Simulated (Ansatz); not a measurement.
```xyz
6

Al   -0.0685    0.0287   -0.0045
Cl   -0.0127   -0.3823    2.0410
F     1.3507    0.3920   -0.7806
N    -1.5736   -0.0049   -0.8979
H    -2.4778   -0.2169   -0.4932
H    -1.6606    0.1834   -1.8897
```

The calculation used Ansatz, RKS PBE0/def2-SVP.

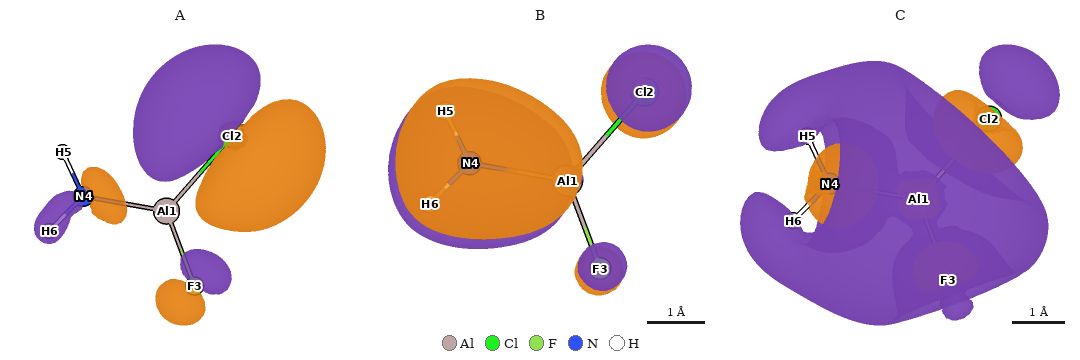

AlClFH2N. Three frontier orbitals at ±0.06 Å⁻³ᐟ² (orange and purple are the two phases), in no order.

Which picture is the HOMO−1, the HOMO and the LUMO?

Answer. A is the HOMO−1 (−9.21 eV). Its weight (Hirshfeld) is mainly on Cl2 (about 90 %); it is symmetric in the molecular plane (an in-plane orbital: σ, lone-pair or in-plane π type); largely a lone pair of Cl2. B is the HOMO (−7.82 eV). By Hirshfeld shares it lies mainly on N4 (about 70 %); it changes sign across the molecular plane (π type). C is the LUMO (−0.41 eV). Its weight (Hirshfeld) is mainly on Al1 (about 60 %), Cl2 (about 15 %), N4 (about 10 %) and F3 (about 10 %); it is symmetric in the molecular plane (an in-plane orbital: σ, lone-pair or in-plane π type).

What is the HOMO–LUMO gap?

Answer. 7.41 eV between the orbital energies.
